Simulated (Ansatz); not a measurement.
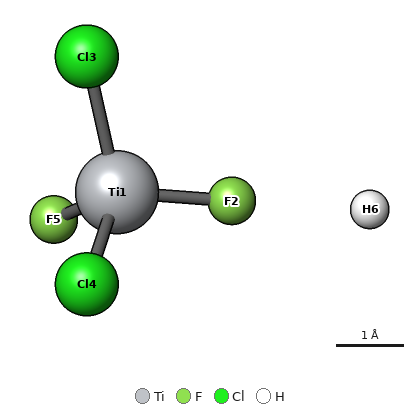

**Figure 1.** The structure as given in the input (ball-and-stick view, seen at a tilt; atoms are numbered from 1 in the order of the input). Sticks mark near contacts.

**Geometry relaxation of TiHCl₂F₂**

TiHCl₂F₂, multiplicity 2, computed with UKS PBE-D4/def2-SVP (Ansatz 0.2.0).

It belongs to a series of runs on one base structure; here: end point A relaxed. Figures and captions count atoms from 1; the log counts them from 0 in places.

Input file:
```yaml
crystal:
  periodic: [false, false, false]
  atoms:
    - { symbol: Ti, position_ang: [0.012414, 0.020558, -0.082742] }
    - { symbol: F, position_ang: [-0.009119, -0.016052, 1.705924] }
    - { symbol: Cl, position_ang: [2.07305, 0.010528, -0.796805] }
    - { symbol: Cl, position_ang: [-1.026631, 1.79995, -0.797174] }
    - { symbol: F, position_ang: [-0.80432, -1.393963, -0.670433] }
    - { symbol: H, position_ang: [0.011306, 0.019578, 3.833431] }
magnetization:
  spin_polarized: true
  initial_magnetization: 1
basis:
  gaussian: { orbitals: def2-SVP }
hamiltonian:
  xc: pbe
  dispersion: d4
relax:
  f_tol: 0.03
  max_steps: 50
output:
  orbitals: {}
```

Hardware: 4 threads of Arm Neoverse V2, 24 GiB of memory available, shared host.

Run as:
```bash
ansatz run input.yaml --threads 4 --pin off --max-ram 5120MiB --backend cpu --events-out ev --progress --plain --runs-dir out
```

Log:
```
The last accepted step is kept in [file] (removed where the run ends without a failure and the disk answers)
Engine: ansatz 0.2.0, aarch64-unknown-linux-gnu
Functional definition: PBE
  parameter kappa = 0.804
  parameter beta = 0.06672455060314922
  exchange = pbe_x(kappa = kappa, mu = beta*pi^2/3)
  correlation = pbe_c(beta = beta)
1124 factors; their error is unknown
mean field evaluation 1: about -53575.9182 eV, gradient 3.4e1 eV
mean field evaluation 2: about -53350.2193 eV, gradient 2.9e2 eV
mean field evaluation 4: about -53575.8258 eV, gradient 3.0e1 eV
mean field evaluation 8: about -53579.6401 eV, gradient 1.6e-1 eV
mean field evaluation 16: about -53579.5913 eV, gradient 9.1e-4 eV
mean field -53579.59125704 eV, -1969.0136611450 hartree, gradient 1.1e-5 eV, S^2 0.750193; 0 other end points of the search recorded, 0 dependent functions left out
the calculation of the forces begins
reference -53579.59135730 eV, -1969.0136648292 hartree; 38, 37 occupied and 62, 63 virtual orbitals, 1124 factors
relax step   1: F+E_penalty+E_count = -53579.75181017 eV  Δ(F+E_penalty+E_count) = +0.000e0 eV  max|allowed force component| = 1.464e0 eV/Å  Δτ_max = 0.0000 Å  (33 SCF iters, accepted)
these checks for a lower state are left out or cut short: starts, cluster_reference, orbital_swaps, neighbouring_geometries, increment
1124 factors; their error is unknown
mean field -53579.63372120 eV, -1969.0152216740 hartree, gradient 5.2e-5 eV, S^2 0.750120; 0 other end points of the search recorded, 0 dependent functions left out
the calculation of the forces begins
reference -53579.63382160 eV, -1969.0152253636 hartree; 38, 37 occupied and 62, 63 virtual orbitals, 1124 factors
relax step   2: F+E_penalty+E_count = -53579.79445892 eV  Δ(F+E_penalty+E_count) = -4.265e-2 eV  max|allowed force component| = 7.747e-1 eV/Å  Δτ_max = 0.0548 Å  (31 SCF iters, accepted)
these checks for a lower state are left out or cut short: starts, cluster_reference, orbital_swaps, neighbouring_geometries, increment
1124 factors; their error is unknown
mean field evaluation 32: about -53579.6713 eV, gradient 1.8e-5 eV
mean field -53579.67132937 eV, -1969.0166037485 hartree, gradient 1.8e-5 eV, S^2 0.750031; 0 other end points of the search recorded, 0 dependent functions left out
the calculation of the forces begins
reference -53579.67143019 eV, -1969.0166074539 hartree; 38, 37 occupied and 62, 63 virtual orbitals, 1124 factors
relax step   3: F+E_penalty+E_count = -53579.83074245 eV  Δ(F+E_penalty+E_count) = -3.628e-2 eV  max|allowed force component| = 1.317e-1 eV/Å  Δτ_max = 0.1950 Å  (36 SCF iters, accepted)
these checks for a lower state are left out or cut short: starts, cluster_reference, orbital_swaps, neighbouring_geometries, increment
1124 factors; their error is unknown
mean field -53579.65258447 eV, -1969.0159148865 hartree, gradient 8.6e-5 eV, S^2 0.750031; 0 other end points of the search recorded, 0 dependent functions left out
the calculation of the forces begins
reference -53579.65268514 eV, -1969.0159185859 hartree; 38, 37 occupied and 62, 63 virtual orbitals, 1124 factors
relax step   4: F+E_penalty+E_count = -53579.81160538 eV  Δ(F+E_penalty+E_count) = +1.914e-2 eV  max|allowed force component| = 1.115e0 eV/Å  Δτ_max = 0.0323 Å  (31 SCF iters, rejected (line search))
these checks for a lower state are left out or cut short: starts, cluster_reference, orbital_swaps, neighbouring_geometries, increment
1124 factors; their error is unknown
mean field -53579.67283914 eV, -1969.0166592318 hartree, gradient 1.4e-5 eV, S^2 0.750029; 0 other end points of the search recorded, 0 dependent functions left out
the calculation of the forces begins
reference -53579.67294000 eV, -1969.0166629382 hartree; 38, 37 occupied and 62, 63 virtual orbitals, 1124 factors
relax step   5: F+E_penalty+E_count = -53579.83208853 eV  Δ(F+E_penalty+E_count) = -1.346e-3 eV  max|allowed force component| = 5.895e-2 eV/Å  Δτ_max = 0.0156 Å  (29 SCF iters, accepted)
these checks for a lower state are left out or cut short: starts, cluster_reference, orbital_swaps, neighbouring_geometries, increment
1124 factors; their error is unknown
mean field -53579.67905997 eV, -1969.0168878429 hartree, gradient 2.4e-5 eV, S^2 0.750015; 0 other end points of the search recorded, 0 dependent functions left out
the calculation of the forces begins
reference -53579.67916105 eV, -1969.0168915578 hartree; 38, 37 occupied and 62, 63 virtual orbitals, 1124 factors
relax step   6: F+E_penalty+E_count = -53579.83750611 eV  Δ(F+E_penalty+E_count) = -5.418e-3 eV  max|allowed force component| = 4.876e-2 eV/Å  Δτ_max = 0.0981 Å  (36 SCF iters, accepted)
these checks for a lower state are left out or cut short: starts, cluster_reference, orbital_swaps, neighbouring_geometries, increment
1124 factors; their error is unknown
mean field -53579.68407762 eV, -1969.0170722384 hartree, gradient 2.1e-5 eV, S^2 0.750005; 0 other end points of the search recorded, 0 dependent functions left out
the calculation of the forces begins
reference -53579.68417910 eV, -1969.0170759676 hartree; 38, 37 occupied and 62, 63 virtual orbitals, 1124 factors
relax step   7: F+E_penalty+E_count = -53579.84152918 eV  Δ(F+E_penalty+E_count) = -4.023e-3 eV  max|allowed force component| = 1.255e-2 eV/Å  Δτ_max = 0.1461 Å  (36 SCF iters, accepted)
these checks for a lower state are left out or cut short: starts, cluster_reference, orbital_swaps, neighbouring_geometries, increment
1124 factors; their error is unknown
mean field -53579.68554002 eV, -1969.0171259805 hartree, gradient 4.3e-5 eV, S^2 0.750002; 0 other end points of the search recorded, 0 dependent functions left out
the calculation of the forces begins
reference -53579.68564171 eV, -1969.0171297176 hartree; 38, 37 occupied and 62, 63 virtual orbitals, 1124 factors
relax step   8: F+E_penalty+E_count = -53579.84245197 eV  Δ(F+E_penalty+E_count) = -9.228e-4 eV  max|allowed force component| = 6.851e-3 eV/Å  Δτ_max = 0.0804 Å  (33 SCF iters, accepted)
these checks for a lower state are left out or cut short: starts, cluster_reference, orbital_swaps, neighbouring_geometries, increment
1124 factors; their error is unknown
mean field evaluation 64: about -53579.7334 eV, gradient 2.5e-1 eV
mean field -53579.68648813 eV, -1969.0171608230 hartree, gradient 6.9e-5 eV, S^2 0.750001; 0 other end points of the search recorded, 0 dependent functions left out
the calculation of the forces begins
reference -53579.68659014 eV, -1969.0171645715 hartree; 38, 37 occupied and 62, 63 virtual orbitals, 1124 factors
relax step   9: F+E_penalty+E_count = -53579.84279049 eV  Δ(F+E_penalty+E_count) = -3.385e-4 eV  max|allowed force component| = 7.641e-3 eV/Å  Δτ_max = 0.0971 Å  (35 SCF iters, accepted)
```

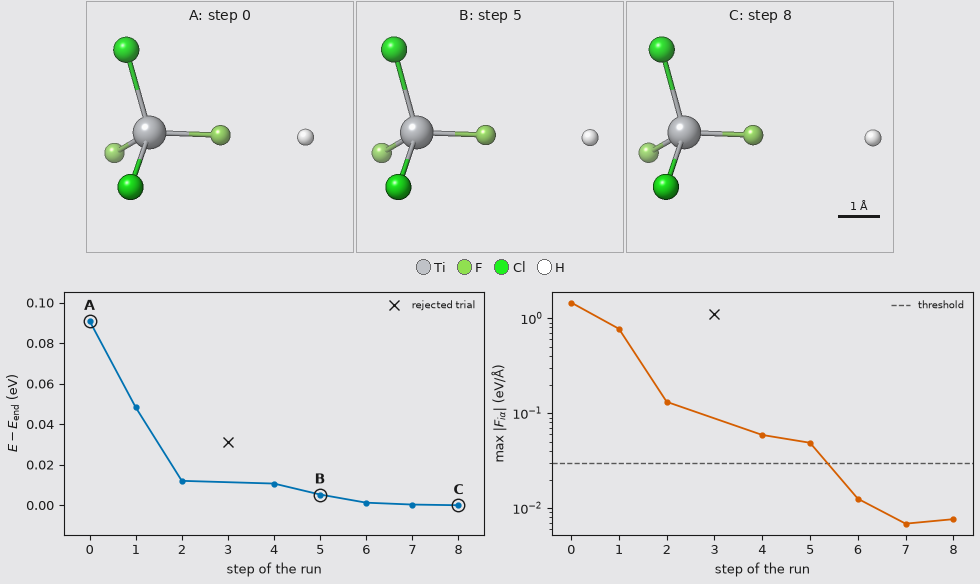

**Figure 2.** Frames of the relaxation (ball-and-stick view, seen at a tilt) above the curves, on which the letters mark them (the first geometry is step 0 here and step 1 in the log).

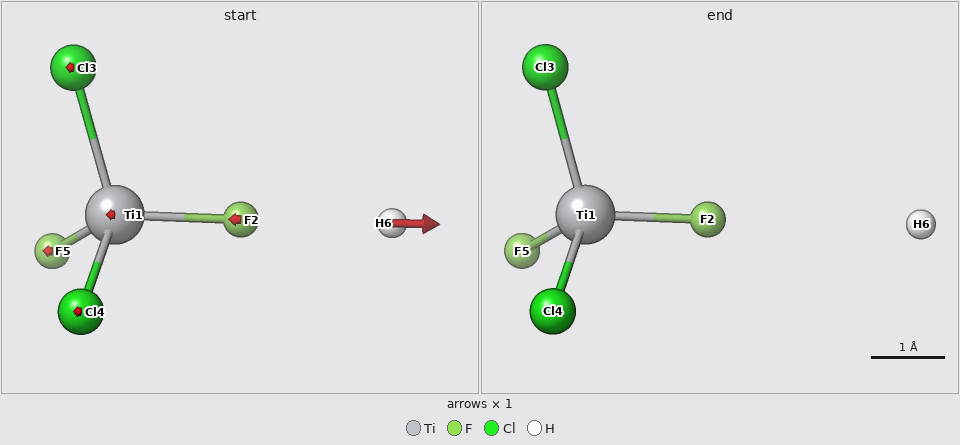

**Figure 3.** Before (left) and after (right) the relaxation, at one scale (ball-and-stick view, seen at a tilt). The red arrows give the displacements, at true length. The largest move after the best rigid fit is that of H6, 0.69 Å. By element the largest moves are H 0.69 Å, F 0.18 Å, Ti 0.13 Å, Cl 0.12 Å. Among the contacts that change: Ti1–F2 1.789 → 1.737 Å. Over 8 geometry steps the energy falls by 0.091 eV. The largest force component goes from 1.5 to 0.0076 eV/Å. The line search rejected the trial step at point 3 (counted from 0) and went back. (Atoms are counted from 1 in the order of the input.)

```
1124 factors; their error is unknown
mean field -53579.68648813 eV, -1969.0171608230 hartree, gradient 6.9e-5 eV, S^2 0.750001; 1 other end points of the search recorded, 0 dependent functions left out
the calculation of the forces begins
reference -53579.68659014 eV, -1969.0171645715 hartree; 38, 37 occupied and 62, 63 virtual orbitals, 1124 factors
Total energy: -53579.84289250 eV, -1969.0229085774 hartree
Atom 0 at     0.008612     0.014825    -0.212371 Å, force     0.006389     0.003757     0.001281 eV/Å
Atom 1 at    -0.015374    -0.026831     1.523470 Å, force    -0.000741     0.000042     0.005172 eV/Å
Atom 2 at     2.076789     0.015250    -0.911817 Å, force     0.002933     0.000850    -0.000628 eV/Å
Atom 3 at    -1.024294     1.806311    -0.912464 Å, force    -0.002263     0.002963    -0.001067 eV/Å
Atom 4 at    -0.804673    -1.395813    -0.814940 Å, force    -0.006334    -0.007641    -0.003042 eV/Å
Atom 5 at     0.015640     0.026857     4.520325 Å, force     0.000016     0.000029    -0.001717 eV/Å
Dipole moment:     0.000812     0.002172    -0.001752 e Å
```

Trajectory as extended XYZ (Å, eV, eV/Å), 9 frames, from step=1 to step=9:
```
6
Properties=species:S:1:pos:R:3:forces:R:3 step=1 energy=-53579.75181
Ti    0.0124    0.0206   -0.0827   -0.0499  -0.0842   1.2356
F    -0.0091   -0.0161    1.7059    0.0206   0.0347  -1.4642
Cl    2.0730    0.0105   -0.7968   -0.0136   0.0072   0.0019
Cl   -1.0266    1.7999   -0.7972    0.0134  -0.0084   0.0019
F    -0.8043   -1.3940   -0.6704    0.0273   0.0468   0.0041
H     0.0113    0.0196    3.8334    0.0023   0.0040   0.2208
6
Properties=species:S:1:pos:R:3:forces:R:3 step=2 energy=-53579.79446
Ti    0.0108    0.0180   -0.0867   -0.0172  -0.0309   0.6124
F    -0.0088   -0.0157    1.6746    0.0086   0.0151  -0.7747
Cl    2.0703    0.0127   -0.8019    0.0256   0.0018  -0.0030
Cl   -1.0234    1.7989   -0.8023   -0.0115   0.0232  -0.0030
F    -0.8043   -1.3942   -0.6797   -0.0073  -0.0122  -0.0047
H     0.0120    0.0209    3.8882    0.0017   0.0030   0.1730
6
Properties=species:S:1:pos:R:3:forces:R:3 step=3 energy=-53579.83074
Ti    0.0097    0.0155   -0.1247   -0.0053  -0.0045  -0.1317
F    -0.0057   -0.0099    1.6087   -0.0035  -0.0075   0.0581
Cl    2.0760    0.0135   -0.8310   -0.0048  -0.0025  -0.0003
Cl   -1.0256    1.8038   -0.8313    0.0012  -0.0057  -0.0004
F    -0.8081   -1.4003   -0.7127    0.0122   0.0195   0.0098
H     0.0104    0.0180    4.0832    0.0004   0.0007   0.0643
6
Properties=species:S:1:pos:R:3:forces:R:3 step=4 energy=-53579.81161 accepted=F
Ti    0.0148    0.0260   -0.1548   -0.2009  -0.3778   1.1150
F    -0.0075   -0.0142    1.6126    0.0245   0.0468  -0.8933
Cl    2.0747    0.0104   -0.8286    0.2139   0.0135  -0.1178
Cl   -1.0274    1.8019   -0.8290   -0.1023   0.2009  -0.1209
F    -0.8087   -1.4025   -0.7108    0.0644   0.1158  -0.0380
H     0.0107    0.0190    4.1027    0.0004   0.0008   0.0549
6
Properties=species:S:1:pos:R:3:forces:R:3 step=5 energy=-53579.83209
Ti    0.0097    0.0160   -0.1306    0.0032   0.0058  -0.0159
F    -0.0060   -0.0106    1.6054   -0.0021  -0.0041  -0.0192
Cl    2.0767    0.0130   -0.8332    0.0014  -0.0017  -0.0079
Cl   -1.0263    1.8043   -0.8336   -0.0023   0.0010  -0.0082
F    -0.8079   -1.4002   -0.7147   -0.0006  -0.0015  -0.0078
H     0.0105    0.0181    4.0987    0.0004   0.0006   0.0590
6
Properties=species:S:1:pos:R:3:forces:R:3 step=6 energy=-53579.83751
Ti    0.0103    0.0170   -0.1504   -0.0031  -0.0063   0.0362
F    -0.0090   -0.0159    1.5868    0.0015   0.0028  -0.0488
Cl    2.0779    0.0123   -0.8516   -0.0010   0.0018  -0.0062
Cl   -1.0275    1.8051   -0.8522    0.0019   0.0005  -0.0062
F    -0.8068   -1.3983   -0.7372    0.0004   0.0007  -0.0102
H     0.0118    0.0204    4.1968    0.0003   0.0005   0.0352
6
Properties=species:S:1:pos:R:3:forces:R:3 step=7 energy=-53579.84153
Ti    0.0098    0.0162   -0.1773    0.0012   0.0017   0.0026
F    -0.0125   -0.0219    1.5588    0.0021   0.0037  -0.0076
Cl    2.0771    0.0142   -0.8799   -0.0007   0.0006   0.0000
Cl   -1.0255    1.8055   -0.8804    0.0008  -0.0004  -0.0001
F    -0.8057   -1.3966   -0.7718   -0.0035  -0.0058  -0.0075
H     0.0135    0.0233    4.3428    0.0001   0.0002   0.0126
6
Properties=species:S:1:pos:R:3:forces:R:3 step=8 energy=-53579.84245
Ti    0.0094    0.0153   -0.1931   -0.0022  -0.0024  -0.0055
F    -0.0135   -0.0236    1.5429    0.0006   0.0009  -0.0020
Cl    2.0772    0.0150   -0.8944   -0.0015   0.0000   0.0005
Cl   -1.0248    1.8057   -0.8950    0.0010  -0.0013   0.0006
F    -0.8058   -1.3965   -0.7915    0.0019   0.0027  -0.0004
H     0.0143    0.0247    4.4232    0.0001   0.0002   0.0069
6
Properties=species:S:1:pos:R:3:forces:R:3 step=9 energy=-53579.84279
Ti    0.0086    0.0148   -0.2124    0.0064   0.0038   0.0013
F    -0.0154   -0.0268    1.5235   -0.0007   0.0000   0.0052
Cl    2.0768    0.0152   -0.9118    0.0029   0.0008  -0.0006
Cl   -1.0243    1.8063   -0.9125   -0.0023   0.0030  -0.0011
F    -0.8047   -1.3958   -0.8149   -0.0063  -0.0076  -0.0030
H     0.0156    0.0269    4.5203    0.0000   0.0000  -0.0017
```

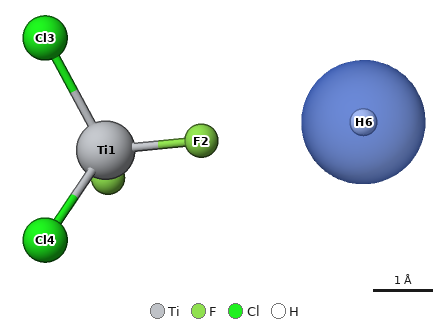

**Figure 4.** Isosurfaces of the spin density (α minus β) at +0.04 (blue) and −0.04 e/Å³ (red), seen at a tilt. The unpaired spin (1 electron) lies mostly on H6 (about 1.0), in electrons by Hirshfeld's partition. Only one sign reaches the isovalue.

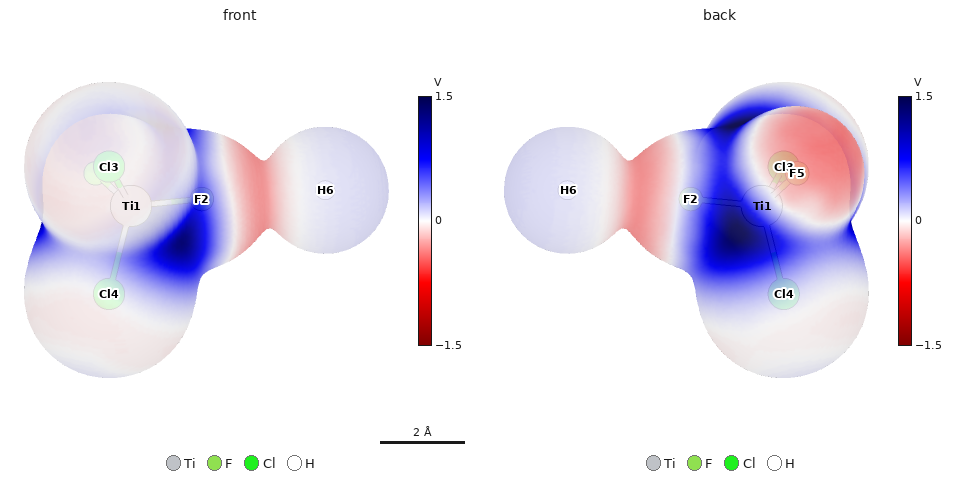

**Figure 5.** The electrostatic potential painted on the density surface at 0.001 e/bohr³, seen at a tilt and from behind; the colour scale runs from red (negative) to blue (positive).

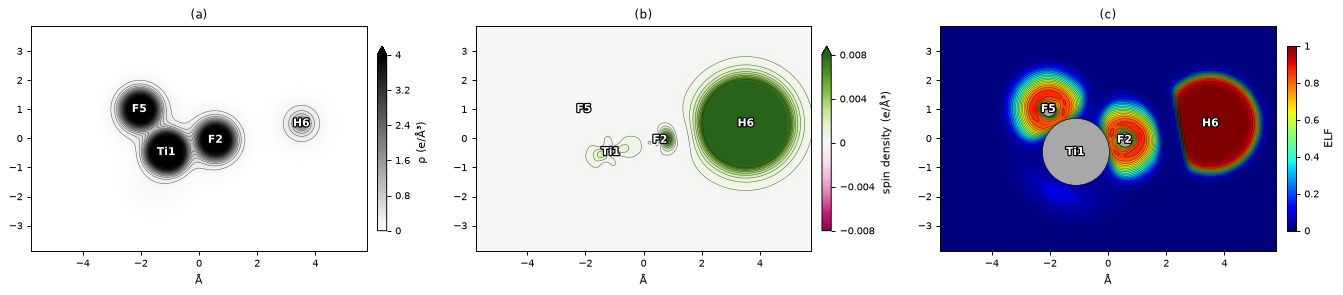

**Figure 6.** (a) total electron density; (b) spin density (α minus β); (c) electron localisation function on the plane of atoms F2, Ti1 and F5. Grey discs, where drawn, cover atomic cores. Atoms in the plane: Ti, F and H. Ti–F (1.74 Å): ρ at the midpoint is about 1.1 e/Å³; the ELF peaks at about 0.80 in the valence shell of F, 0.5 Å from its nucleus, and drops to about 0.20 between the two atoms. F–H (3.00 Å): ρ at the midpoint is about 0.02 e/Å³; the ELF climbs to about 1 towards the hydrogen, as it does in any bond to H. The unpaired spin (1 electron) lies mostly on H6 (about 1.0), in electrons by Hirshfeld's partition.

Summary:

| quantity | value |
| --- | --- |
| outcome | converged |
| total energy | −53579.8429 eV |
| mean-field energy | −53579.6866 eV |
| ⟨S²⟩ | 0.750 |
| largest force (length of the vector) at the end | 0.010 eV/Å |
| wall time | 20 s (CPU time 76 s) |
| peak memory | 0.2 GiB |
